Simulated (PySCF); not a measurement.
**Cl²⁺: excitation energies in def2-TZVPPD**

Aim: the excitation energy of chlorine from differences of total energies, at each level of theory, and how far each lands from the tabulated value where there is one.

Program: PySCF 2.14.0. Level of theory: unrestricted determinants in a Gaussian basis, no spin-orbit coupling in the energies. These are calculated values, not measurements, unless marked.

## (1) The system

```
Element                                   : chlorine (Z = 17)
Basis                                     : def2-TZVPPD
Hamiltonian                               : no relativity, point nucleus
State 1                                   : Cl²⁺: [Ne] 3s2 3p2 4s1, high-spin 4P determinant (an excited configuration)
State 2                                   : Cl²⁺: [Ne] 3s2 3p2 4s1, 4s spin antiparallel (an excited configuration)
State 3                                   : Cl²⁺: [Ne] 3s1 3p3 4s1, high-spin 6S determinant (an excited configuration)
Needed too, but not shown                 : Cl²⁺ [Ne] 3s2 3p3 (4S)
Methods                                   : CCSD(T)
Core shells frozen in the correlated runs : valence and next inner shell: 1s2 (for Cl²⁺)
```

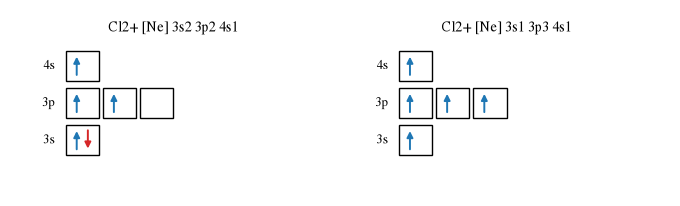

Occupation of the outer shells (arrows by Hund's rule).

One driver process ran all states and methods and kept the integrals in memory. Each run is shown as a PySCF script that sums up its settings (the driver passes frozen orbitals as a list and adds second-order terms of double hybrids); the logs are those of the runs themselves. The driver starts from symmetry-adapted Hartree-Fock orbitals, holds the occupation by maximum overlap and uses a logarithmic radial grid for functionals, so a plain start would take other cycles.

The integrals over 51 functions and the set-up took 0.24 s of CPU time.

## (2) Cl²⁺ [Ne] 3s2 3p2 4s1, at CCSD(T) (valence and next inner shell)

#### CCSD(T) (valence and next inner shell)

input.py

```python
from pyscf import gto, scf, dft, mp, cc
import basis_set_exchange as bse
mol = gto.M(atom="Cl 0 0 0", charge=2, spin=3, symmetry="D2h",
            basis=gto.basis.parse(bse.get_basis("def2-TZVPPD", elements=["Cl"], fmt="nwchem")))
mf = scf.UHF(mol)
mf.irrep_nelec = {'Ag': (4, 3), 'B1u': (2, 1), 'B2u': (2, 1), 'B3u': (1, 1)}
mf.kernel()
mycc = cc.CCSD(mf, frozen=1).run()
mycc.ccsd_t()
```

The program printed:

```text
CC2 = 0
CCSD nocc = (np.int64(8), np.int64(5)), nmo = (50, 50)
frozen orbitals [[0], [0]]
max_cycle = 100
direct = 0
conv_tol = 1e-08
conv_tol_normt = 1e-06
diis_space = 8
diis_start_cycle = 0
Init t2, MP2 energy = -0.248888875140253
Init E_corr(UCCSD) = -0.248888875170314
cycle = 1  E_corr(UCCSD) = -0.264602823134181  dE = -0.015713948  norm(t1,t2) = 0.077985
cycle = 2  E_corr(UCCSD) = -0.270182211307793  dE = -0.00557938817  norm(t1,t2) = 0.113204
cycle = 3  E_corr(UCCSD) = -0.265554632345738  dE = 0.00462757896  norm(t1,t2) = 0.195643
cycle = 4  E_corr(UCCSD) = -0.269586167530012  dE = -0.00403153518  norm(t1,t2) = 0.0186028
cycle = 5  E_corr(UCCSD) = -0.269587601398169  dE = -1.43386816e-06  norm(t1,t2) = 0.00958922
cycle = 6  E_corr(UCCSD) = -0.269566463478326  dE = 2.11379198e-05  norm(t1,t2) = 0.00792804
cycle = 7  E_corr(UCCSD) = -0.269640494947618  dE = -7.40314693e-05  norm(t1,t2) = 0.00833201
cycle = 8  E_corr(UCCSD) = -0.269882440961019  dE = -0.000241946013  norm(t1,t2) = 0.00533171
cycle = 9  E_corr(UCCSD) = -0.269776099609039  dE = 0.000106341352  norm(t1,t2) = 0.00266586
cycle = 10  E_corr(UCCSD) = -0.269794619861958  dE = -1.85202529e-05  norm(t1,t2) = 0.00143782
cycle = 11  E_corr(UCCSD) = -0.269794980586376  dE = -3.60724419e-07  norm(t1,t2) = 0.000144199
cycle = 12  E_corr(UCCSD) = -0.269798042779498  dE = -3.06219312e-06  norm(t1,t2) = 5.81868e-05
cycle = 13  E_corr(UCCSD) = -0.26979854514711  dE = -5.02367612e-07  norm(t1,t2) = 9.50412e-06
cycle = 14  E_corr(UCCSD) = -0.269798507554685  dE = 3.75924252e-08  norm(t1,t2) = 1.8984e-06
cycle = 15  E_corr(UCCSD) = -0.269798485382652  dE = 2.21720337e-08  norm(t1,t2) = 7.14409e-07
cycle = 16  E_corr(UCCSD) = -0.269798463939745  dE = 2.14429066e-08  norm(t1,t2) = 1.84103e-07
cycle = 17  E_corr(UCCSD) = -0.269798464880373  dE = -9.40627687e-10  norm(t1,t2) = 4.84416e-08
UCCSD converged
E(UCCSD) = -457.6907485707349  E_corr = -0.2697984648803727
UCCSD(T) correction = -0.00545564601818495
```

It used 7.2 s of CPU time after the integrals (shared host).

CCSD correlation -0.26980 hartree, triples -0.00546; total -457.696204. T1 = 0.025, largest double amplitude 0.095.

## (3) Cl²⁺ [Ne] 3s2 3p2 4s1, s spin flipped, at CCSD(T) (valence and next inner shell)

#### CCSD(T) (valence and next inner shell)

input.py

```python
from pyscf import gto, scf, dft, mp, cc
import basis_set_exchange as bse
mol = gto.M(atom="Cl 0 0 0", charge=2, spin=1, symmetry="D2h",
            basis=gto.basis.parse(bse.get_basis("def2-TZVPPD", elements=["Cl"], fmt="nwchem")))
mf = scf.UHF(mol)
mf.irrep_nelec = {'Ag': (3, 4), 'B1u': (2, 1), 'B2u': (2, 1), 'B3u': (1, 1)}
mf.kernel()
mycc = cc.CCSD(mf, frozen=1).run()
mycc.ccsd_t()
```

The program printed:

```text
CC2 = 0
CCSD nocc = (np.int64(7), np.int64(6)), nmo = (50, 50)
frozen orbitals [[0], [0]]
max_cycle = 100
direct = 0
conv_tol = 1e-08
conv_tol_normt = 1e-06
diis_space = 8
diis_start_cycle = 0
Init t2, MP2 energy = -0.248019595488091
Init E_corr(UCCSD) = -0.248019595496532
cycle = 1  E_corr(UCCSD) = -0.264335945801248  dE = -0.0163163503  norm(t1,t2) = 0.0549039
cycle = 2  E_corr(UCCSD) = -0.269406353334532  dE = -0.00507040753  norm(t1,t2) = 0.0381816
cycle = 3  E_corr(UCCSD) = -0.26831437825488  dE = 0.00109197508  norm(t1,t2) = 0.0453118
cycle = 4  E_corr(UCCSD) = -0.271532444225139  dE = -0.00321806597  norm(t1,t2) = 0.0377425
cycle = 5  E_corr(UCCSD) = -0.271994200768832  dE = -0.000461756544  norm(t1,t2) = 0.0155543
cycle = 6  E_corr(UCCSD) = -0.2724118239363  dE = -0.000417623167  norm(t1,t2) = 0.0118368
cycle = 7  E_corr(UCCSD) = -0.272526118637736  dE = -0.000114294701  norm(t1,t2) = 0.010087
cycle = 8  E_corr(UCCSD) = -0.272526756482502  dE = -6.37844766e-07  norm(t1,t2) = 0.0102408
cycle = 9  E_corr(UCCSD) = -0.272249662754653  dE = 0.000277093728  norm(t1,t2) = 0.00912856
cycle = 10  E_corr(UCCSD) = -0.272431601944145  dE = -0.000181939189  norm(t1,t2) = 0.00634197
[... 72 lines left out ...]
cycle = 83  E_corr(UCCSD) = -0.27298205185672  dE = 1.6941305e-09  norm(t1,t2) = 1.09094e-06
cycle = 84  E_corr(UCCSD) = -0.272982054485582  dE = -2.62886235e-09  norm(t1,t2) = 1.1085e-06
cycle = 85  E_corr(UCCSD) = -0.272982053966365  dE = 5.19216836e-10  norm(t1,t2) = 1.08621e-06
cycle = 86  E_corr(UCCSD) = -0.272982053134237  dE = 8.321282e-10  norm(t1,t2) = 1.09083e-06
cycle = 87  E_corr(UCCSD) = -0.272982056905731  dE = -3.77149428e-09  norm(t1,t2) = 1.09793e-06
cycle = 88  E_corr(UCCSD) = -0.272982059303111  dE = -2.39737991e-09  norm(t1,t2) = 1.06838e-06
cycle = 89  E_corr(UCCSD) = -0.272982061968635  dE = -2.66552364e-09  norm(t1,t2) = 1.05392e-06
cycle = 90  E_corr(UCCSD) = -0.272982064091641  dE = -2.1230061e-09  norm(t1,t2) = 1.03915e-06
cycle = 91  E_corr(UCCSD) = -0.272982065585528  dE = -1.49388674e-09  norm(t1,t2) = 1.02851e-06
cycle = 92  E_corr(UCCSD) = -0.272982066828628  dE = -1.24310029e-09  norm(t1,t2) = 1.02098e-06
[... the stored log ends here ...]
```

It used 35 s of CPU time after the integrals (shared host).

CCSD correlation -0.27298 hartree, triples -0.00935; total -457.687931. T1 = 0.023, largest double amplitude 0.114.

With the s spin flipped the determinant is a mixture of two multiplicities, not a spectroscopic state.

## (4) Cl²⁺ [Ne] 3s1 3p3 4s1: CCSD(T) (valence and next inner shell)

#### CCSD(T) (valence and next inner shell)

input.py

```python
from pyscf import gto, scf, dft, mp, cc
import basis_set_exchange as bse
mol = gto.M(atom="Cl 0 0 0", charge=2, spin=5, symmetry="D2h",
            basis=gto.basis.parse(bse.get_basis("def2-TZVPPD", elements=["Cl"], fmt="nwchem")))
mf = scf.UHF(mol)
mf.irrep_nelec = {'Ag': (4, 2), 'B1u': (2, 1), 'B2u': (2, 1), 'B3u': (2, 1)}
mf.kernel()
mycc = cc.CCSD(mf, frozen=1).run()
mycc.ccsd_t()
```

The program printed:

```text
CC2 = 0
CCSD nocc = (np.int64(9), np.int64(4)), nmo = (50, 50)
frozen orbitals [[0], [0]]
max_cycle = 100
direct = 0
conv_tol = 1e-08
conv_tol_normt = 1e-06
diis_space = 8
diis_start_cycle = 0
Init t2, MP2 energy = -0.188789625653949
Init E_corr(UCCSD) = -0.188789625676184
cycle = 1  E_corr(UCCSD) = -0.197793716951353  dE = -0.00900409128  norm(t1,t2) = 0.0287455
cycle = 2  E_corr(UCCSD) = -0.199879537059392  dE = -0.00208582011  norm(t1,t2) = 0.00862378
cycle = 3  E_corr(UCCSD) = -0.200604280135734  dE = -0.000724743076  norm(t1,t2) = 0.00281573
cycle = 4  E_corr(UCCSD) = -0.20058242476802  dE = 2.18553677e-05  norm(t1,t2) = 0.000202634
cycle = 5  E_corr(UCCSD) = -0.200579805182567  dE = 2.61958545e-06  norm(t1,t2) = 2.32245e-05
cycle = 6  E_corr(UCCSD) = -0.200580318500089  dE = -5.13317521e-07  norm(t1,t2) = 4.47433e-06
cycle = 7  E_corr(UCCSD) = -0.200580266576627  dE = 5.19234618e-08  norm(t1,t2) = 5.18153e-07
cycle = 8  E_corr(UCCSD) = -0.20058026524638  dE = 1.33024686e-09  norm(t1,t2) = 6.62949e-08
UCCSD converged
E(UCCSD) = -457.3861107150384  E_corr = -0.2005802652463799
UCCSD(T) correction = -0.00157713507025392
```

It used 7.7 s of CPU time after the integrals (shared host).

CCSD correlation -0.20058 hartree, triples -0.00158; total -457.387688. T1 = 0.004, largest double amplitude 0.045.

## (5) Differences of total energies

Excitation energy: Cl²⁺ [Ne] 3s2 3p3 (4S) → Cl²⁺ [Ne] 3s2 3p2 4s1 (4P).

```
                                method  value (eV)  less CCSD(T) (valence and next inner shell) (eV)
                                   UHF      21.603                                            -0.093
    MP2 (valence and next inner shell)      21.795                                            +0.100
SCS-MP2 (valence and next inner shell)      21.711                                            +0.016
   CCSD (valence and next inner shell)      21.717                                            +0.022
CCSD(T) (valence and next inner shell)      21.695                                            +0.000
```

A first-order spin-orbit estimate (lowest level to lowest level, LS coupling) adds -0.083 eV.

Excitation energy: Cl²⁺ [Ne] 3s2 3p3 (4S) → Cl²⁺ [Ne] 3s2 3p2 4s1, s spin flipped.

```
                                method  value (eV)
                                   UHF      22.021
    MP2 (valence and next inner shell)      22.236
SCS-MP2 (valence and next inner shell)      22.054
```

The upper determinant mixes two multiplicities, so it lies between the two terms.

Excitation energy: Cl²⁺ [Ne] 3s2 3p3 (4S) → Cl²⁺ [Ne] 3s1 3p3 4s1 (6S).

```
                                method  value (eV)  less CCSD(T) (valence and next inner shell) (eV)
                                   UHF      28.009                                            -2.082
    MP2 (valence and next inner shell)      29.836                                            -0.254
SCS-MP2 (valence and next inner shell)      30.367                                            +0.276
   CCSD (valence and next inner shell)      30.007                                            -0.083
CCSD(T) (valence and next inner shell)      30.090                                            +0.000
```

The differences also use runs on Cl²⁺ [Ne] 3s2 3p3 (4S), which are not shown here. The runs at UHF, MP2 (valence and next inner shell) are not shown; their differences are listed all the same.

## (6) Outcome

| quantity | value |
| --- | --- |
| excitation energy, Cl²⁺ → [Ne] 3s2 3p2 4s1 | UHF 21.603, CCSD(T) (valence and next inner shell) 21.695 eV |
| excitation energy, Cl²⁺ → [Ne] 3s2 3p2 4s1, s spin flipped | UHF 22.021, MP2 (valence and next inner shell) 22.236 eV |
| excitation energy, Cl²⁺ → [Ne] 3s1 3p3 4s1 | UHF 28.009, CCSD(T) (valence and next inner shell) 30.090 eV |

Accuracy by level (over 2 differences):

```
                                method  mean absolute miss against CCSD(T) (valence and next inner shell) (eV)
                                   UHF                                                                   1.087
    MP2 (valence and next inner shell)                                                                   0.177
SCS-MP2 (valence and next inner shell)                                                                   0.146
   CCSD (valence and next inner shell)                                                                   0.053
CCSD(T) (valence and next inner shell)                                                                   0.000
```

The coupled-cluster values of one difference were set aside by the checks on these runs and are not quoted; the lower level shown rests on the same reference and is no safer. For the first difference the methods span 0.192 eV, from UHF (21.603) to MP2 (valence and next inner shell) (21.795). No reference value is at hand in this session. The basis is finite, and no extrapolation was made.
